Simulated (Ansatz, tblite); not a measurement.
# Si(OH)2Me2 (C₂H₈O₂Si): which spin state is lowest

Is the singlet the ground state of Si(OH)2Me2 (C₂H₈O₂Si)? Other spin states are computed and compared level by level.

Program: Ansatz 0.2.0, Gaussian basis. Level of theory: as each input shows. These are calculated values, not measurements.

The runs, in order: triplet, at the geometry of the singlet (GFN1-xTB, GFN2-xTB, PBE0-D4/def2-TZVP, PBE-D4/def2-TZVP, r2SCAN-D4/def2-TZVP); the singlet's energies come from earlier runs.

2 further runs of the same task are left out: 2 set aside as unsound or not needed.

## (1) The structure

The geometry is that of the singlet, from an earlier relaxation (PBE-D4/def2-SVP).

13 atoms, charge 0, spin multiplicity 1.

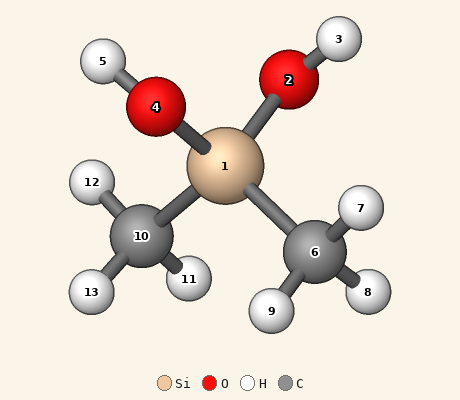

The structure; silicon light orange, oxygen red, hydrogen white, carbon grey; atoms are numbered from 1 in the order of the file.

## (2) Triplet at the fixed geometry, GFN1-xTB

Tight binding, by tblite at 300 K electronic temperature and without a spin-polarisation term:

```python
tblite.interface.Calculator('GFN1-xTB', numbers, positions, charge=0, uhf=2).singlepoint()
```

Energy -534.5940 eV; 0.009 s.

## (3) Triplet at the fixed geometry, GFN2-xTB

Tight binding, by tblite at 300 K electronic temperature and without a spin-polarisation term:

```python
tblite.interface.Calculator('GFN2-xTB', numbers, positions, charge=0, uhf=2).singlepoint()
```

Energy -489.7802 eV; 0.009 s.

## (4) Triplet at the fixed geometry, PBE0-D4/def2-TZVP

Input file in.yaml:

```yaml
crystal:
  periodic: [false, false, false]
  atoms:
    - {symbol: Si, position_ang: [0.287619, -0.000052, 0.204065]}
    - {symbol: O, position_ang: [0.262513, -0.078971, 1.890868]}
    - {symbol: H, position_ang: [0.646345, 0.701600, 2.327415]}
    - {symbol: O, position_ang: [1.871819, 0.078744, -0.375820]}
    - {symbol: H, position_ang: [2.410735, -0.701476, -0.156695]}
    - {symbol: C, position_ang: [-0.518482, 1.566199, -0.438179]}
    - {symbol: H, position_ang: [0.045064, 2.467108, -0.119518]}
    - {symbol: H, position_ang: [-1.558361, 1.659548, -0.065305]}
    - {symbol: H, position_ang: [-0.547498, 1.568512, -1.546960]}
    - {symbol: C, position_ang: [-0.584747, -1.566188, -0.345139]}
    - {symbol: H, position_ang: [-1.642135, -1.566522, -0.010213]}
    - {symbol: H, position_ang: [-0.100544, -2.466868, 0.085073]}
    - {symbol: H, position_ang: [-0.572328, -1.661634, -1.449592]}
basis:
  gaussian: {orbitals: def2-TZVP}
magnetization: {spin_polarized: true, initial_magnetization: 2}
hamiltonian: {xc: pbe0, dispersion: d4}
scf: {omitted_lower_state_checks: [starts]}
output: {orbitals: {seedname: orbitals}}
```

Launch:

```sh
> ansatz run in.yaml --threads 2 --pin off --events-out ev --progress --plain --max-ram 32768MiB --backend cpu
```

Output:

```text
Functional definition: PBE0
  name "PBE0"
  cite "Adamo & Barone, J. Chem. Phys. 110, 6158 (1999) doi:10.1063/1.478522"
  cite "Perdew, Burke & Ernzerhof, Phys. Rev. Lett. 77, 3865 (1996) doi:10.1103/PhysRevLett.77.3865"
  parent pbe
  parameter a = 0.25
  parameter kappa = 0.804
  parameter beta = 0.06672455060314922
  exchange = (1 - a)*pbe_x(kappa = kappa, mu = beta*pi^2/3) + a*exact_x
  correlation = pbe_c(beta = beta)
these checks for a lower state are left out or cut short: starts
1282 factors; their error is unknown
mean field evaluation 1: about -14152.4172 eV, gradient 5.6e1 eV
mean field evaluation 2: about -14145.1589 eV, gradient 7.2e1 eV
mean field evaluation 4: about -14164.6676 eV, gradient 6.1e0 eV
mean field evaluation 8: about -14164.8653 eV, gradient 6.2e-1 eV
mean field evaluation 16: about -14164.9056 eV, gradient 1.7e-2 eV
mean field evaluation 32: about -14164.9208 eV, gradient 3.2e-3 eV
mean field -14164.92080551 eV, -520.5512382745 hartree, gradient 1.3e-5 eV, S^2 2.008403; 0 other end points of the search recorded, 0 dependent functions left out
reference -14164.92084377 eV, -520.5512396803 hartree; 26, 24 occupied and 183, 185 virtual orbitals, 1282 factors
Total energy: -14165.13728589 eV, -520.5591937814 hartree
Checks for a lower state left out: starts
```

Run time: 23 s. Hardware: 2 threads of AMD EPYC 7R13, shared host; peak memory 0.95 GiB.

From the report: HOMO -1.61 eV, LUMO -7.17 eV (over both spins; with the spin held, an empty level of the minority spin lies below the top filled one); ⟨S²⟩ 2.008 (pure: 2.00).

## (5) Triplet at the fixed geometry, PBE-D4/def2-TZVP

start.molden holds the orbitals of an earlier run on this state, given as this run's starting guess.

in.yaml: that of step 4 with these lines changed.

```diff
@@ -17,5 +17,5 @@
 basis:
-  gaussian: {orbitals: def2-TZVP}
+  gaussian: {orbitals: def2-TZVP, initial_orbitals: start.molden}
 magnetization: {spin_polarized: true, initial_magnetization: 2}
-hamiltonian: {xc: pbe0, dispersion: d4}
+hamiltonian: {xc: pbe, dispersion: d4}
 scf: {omitted_lower_state_checks: [starts]}
```

The command is unchanged.

Output:

```text
Functional definition: PBE
  name "PBE"
  cite "Perdew, Burke & Ernzerhof, Phys. Rev. Lett. 77, 3865 (1996) doi:10.1103/PhysRevLett.77.3865"
  parent pbe
  parameter kappa = 0.804
  parameter beta = 0.06672455060314922
  exchange = pbe_x(kappa = kappa, mu = beta*pi^2/3)
  correlation = pbe_c(beta = beta)
these checks for a lower state are left out or cut short: starts
1266 factors; their error is unknown
mean field evaluation 1: about -14164.1873 eV, gradient 7.7e0 eV
mean field evaluation 2: about -14164.4424 eV, gradient 7.3e-1 eV
mean field evaluation 4: about -14164.4734 eV, gradient 4.1e-1 eV
mean field evaluation 8: about -14164.4750 eV, gradient 2.5e-4 eV
mean field -14164.47498416 eV, -520.5348546418 hartree, gradient 2.1e-5 eV, S^2 2.002290; 0 other end points of the search recorded, 0 dependent functions left out
reference -14164.47503660 eV, -520.5348565692 hartree; 26, 24 occupied and 183, 185 virtual orbitals, 1266 factors
Total energy: -14164.73123743 eV, -520.5442717757 hartree
Checks for a lower state left out: starts
```

Run time: 6.5 s. Hardware: 2 threads of AMD EPYC 7R13, shared host.

HOMO -1.10 eV, LUMO -7.78 eV (over both spins; with the spin held, an empty level of the minority spin lies below the top filled one); ⟨S²⟩ 2.002 (pure: 2.00).

## (6) Triplet at the fixed geometry, r2SCAN-D4/def2-TZVP

in.yaml: that of step 5 with these lines changed.

```diff
@@ -19,3 +19,3 @@
 magnetization: {spin_polarized: true, initial_magnetization: 2}
-hamiltonian: {xc: pbe, dispersion: d4}
+hamiltonian: {xc: r2scan, dispersion: d4}
 scf: {omitted_lower_state_checks: [starts]}
```

The command is unchanged.

Output, shortened:

```text
Functional definition: r2SCAN
  name "r2SCAN"
  cite "Furness, Kaplan, Ning, Perdew & Sun, J. Phys. Chem. Lett. 11, 8208 (2020) doi:10.1021/acs.jpclett.0c02405"
  cite "Furness, Kaplan, Ning, Perdew & Sun, J. Phys. Chem. Lett. 11, 9248 (2020) doi:10.1021/acs.jpclett.0c03077"
  parent r2scan
[...]
1266 factors; their error is unknown
[...]
mean field -14171.66013127 eV, -520.7989039277 hartree, gradient 5.0e-6 eV, S^2 2.005939; 0 other end points of the search recorded, 0 dependent functions left out
reference -14171.66014891 eV, -520.7989045763 hartree; 26, 24 occupied and 183, 185 virtual orbitals, 1266 factors
Total energy: -14171.72508505 eV, -520.8012909352 hartree
Checks for a lower state left out: starts
```

Wall time 14 s (2 threads of AMD EPYC 7R13, shared host).

From the report: HOMO -1.09 eV, LUMO -7.87 eV (over both spins; with the spin held, an empty level of the minority spin lies below the top filled one); ⟨S²⟩ 2.006 (pure: 2.00).

## (7) Triplet less singlet, vertical

The singlet's energies are those of its earlier runs, whose logs aren't repeated here.

```tsv
level	triplet less singlet, vertical (kJ/mol)	time
GFN1-xTB	+753.3	0.029 s
GFN2-xTB	+782.9	0.016 s
PBE-D4/def2-TZVP	+640.2	9.7 s
r2SCAN-D4/def2-TZVP	+682.6	19 s
PBE0-D4/def2-TZVP	+714.2	29 s
```

Times add the two runs; a level without a time comes out of a correlated run. Tight binding without a spin term can't rank spin states.

## (8) What came out

```
                                                quantity                                       value
triplet less singlet, vertical, functionals in def2-TZVP  +640.2 (PBE-D4) to +714.2 kJ/mol (PBE0-D4)
```

What this shows: All functionals put the triplet above the singlet, over a spread of 74.1 kJ/mol. The checks for a lower triplet were left out, so another state of that spin may lie lower. These are electronic energies, without zero-point motion, entropy or surroundings.
